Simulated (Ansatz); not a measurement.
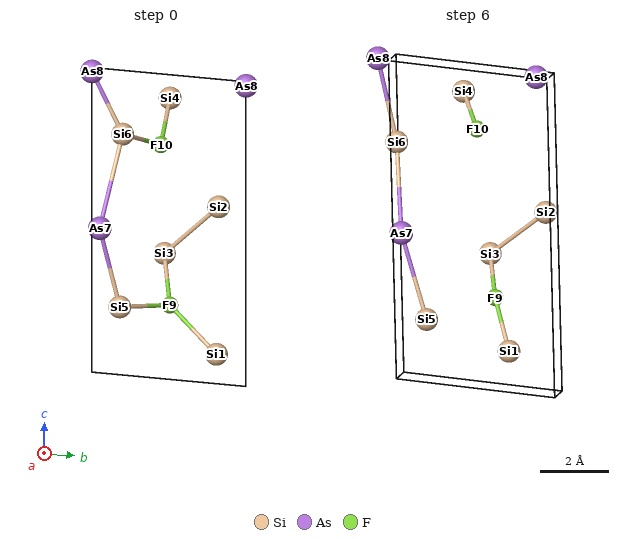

The structure of solid Si3AsF (a generated structure, set up in P1) (coarse preliminary run) before (left) and after (right) a relaxation, at one scale.

A ball-and-stick model of the cell of the calculation, seen along the a axis.

These are results of DFT PBE, scalar-relativistic, plane waves, PAW (Ansatz), not measurements.

The input:
```yaml
crystal:
  lattice:
    - [3.3360054674, 1.9166295785, 2.5188009492]
    - [-3.325855076, 1.9845469446, 2.4515192464]
    - [0.1277867202, -7.6225224164, 4.8288050715]
  atoms:
    - { symbol: Si, position: [0.5330422815, 0.8090120981, 0.0965327764] }
    - { symbol: Si, position: [0.5240853124, 0.8230371216, 0.5812712893] }
    - { symbol: Si, position: [0.2004975135, 0.4709769919, 0.4119091483] }
    - { symbol: Si, position: [0.1674116014, 0.5079264678, 0.9235619721] }
    - { symbol: Si, position: [0.7819609121, 0.1814929355, 0.2226130317] }
    - { symbol: Si, position: [0.8823020024, 0.2001289314, 0.7905902764] }
    - { symbol: As, position: [0.9725671852, 1.0512719989, 0.4746787979] }
    - { symbol: As, position: [-0.0170606031, 0.0013164119, 0.9869578454] }
    - { symbol: F, position: [0.4750802204, 0.5064938913, 0.2440687466] }
    - { symbol: F, position: [0.4801135741, 0.4483431515, 0.7678161159] }
basis:
  ecutwfc: 420
kpoints:
  mp_grid: { grid: [6, 6, 4] }
hamiltonian:
  xc: pbe
scf:
  occupations: { method: gaussian, width: 0.2 }
  lower_state_search: "off"
output:
  forces: true
  stress: true
  eigenvalues: true
relax:
  adjacent_minimum: "off"
  f_tol: 0.025
  max_steps: 60
  cell: { stress_tol: 0.25 }
```

Run as
```bash
ansatz run input.yaml --threads 1 --pin off --max-ram 2560MiB --backend cpu --events-out ev --progress --plain --runs-dir out
```

Question: Describe what moved and what it gained.

Answer: The run was cut off at its time limit before the relaxation converged, so the last structure is only a point on the way. The largest move relative to the cell is that of Si6, 0.88 Å roughly along [1 −3 −1]. By element the largest moves are Si 0.88 Å, F 0.82 Å, As 0.62 Å. Cell: a 4.599 → 4.668 Å (+1.5 %), b 4.584 → 4.736 Å (+3.3 %), c 9.024 → 9.450 Å (+4.7 %), α 95.2° → 97.7°, β 92.8° → 97.4°, γ 93.0° → 97.8°. Volume +7.4 %. Some distances before and after: Si5–F9 2.108 → 3.232 Å, Si6–F10 2.233 → 3.345 Å, Si6–As8 2.107 → 2.618 Å, Si1–Si5 3.419 → 2.929 Å. Among the angles between lasting bonds that change: Si1–F9–Si3 132.8° → 169.2°, Si2–As7–Si3 146.1° → 119.6°, Si4–Si1–Si5 162.6° → 136.3°. The space group stays P1 (No. 1). The energy falls by 340 meV per atom in 6 geometry steps. The largest force component goes from 5.2 to 0.93 eV/Å. The pressure goes from 6.52 to −1.73 GPa. Cost: 8.6 min on 1 thread of Intel(R) Xeon(R) Processor @ 2.70GHz, with other jobs on the host, peak memory 0.75 GiB.
